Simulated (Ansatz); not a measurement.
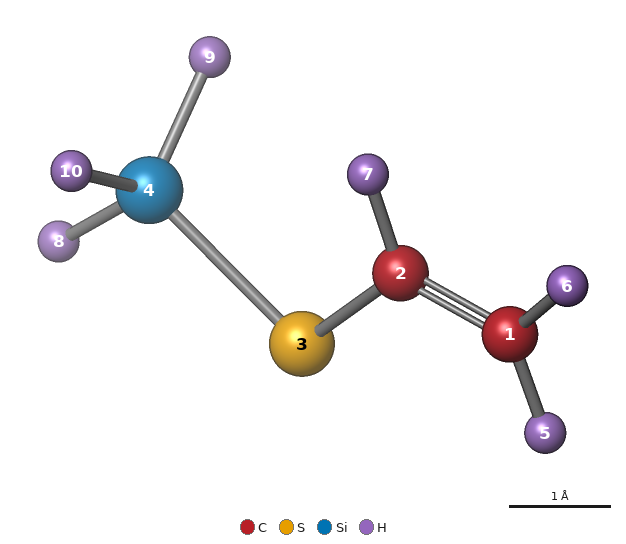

Orthographic view. Depth is shown by fading: the farther an atom, the more it takes the colour of the background. The geometry was computed by an optimisation with PBE-D4/def2-SVP. No frequency run is at hand to confirm it as a minimum.

Write a MOL file (V2000) with the atoms in numerical order, bonds sorted by atom number with the orders drawn, and coordinates in the frame of the picture: x right, y up, z towards the viewer, origin at the mean position.

```
C2H6SSi
                    3D

 10  9  0  0  0  0  0  0  0  0999 V2000
    1.9000   -0.8300    1.0400 C   0  0  0  0  0  0  0  0  0  0  0  0
    0.8200   -0.2300    0.5200 C   0  0  0  0  0  0  0  0  0  0  0  0
   -0.1600   -0.9300   -0.7800 S   0  0  0  0  0  0  0  0  0  0  0  0
   -1.6800    0.6000   -1.0000 Si  0  0  0  0  0  4  0  0  0  0  0  0
    2.2600   -1.8100    0.6700 H   0  0  0  0  0  0  0  0  0  0  0  0
    2.4700   -0.3500    1.8400 H   0  0  0  0  0  0  0  0  0  0  0  0
    0.4900    0.7500    0.9100 H   0  0  0  0  0  0  0  0  0  0  0  0
   -2.5800    0.0900   -2.0900 H   0  0  0  0  0  0  0  0  0  0  0  0
   -1.0800    1.9200   -1.4000 H   0  0  0  0  0  0  0  0  0  0  0  0
   -2.4500    0.7900    0.2800 H   0  0  0  0  0  0  0  0  0  0  0  0
  1  2  2  0
  1  5  1  0
  1  6  1  0
  2  3  1  0
  2  7  1  0
  3  4  1  0
  4  8  1  0
  4  9  1  0
  4 10  1  0
M  END
```
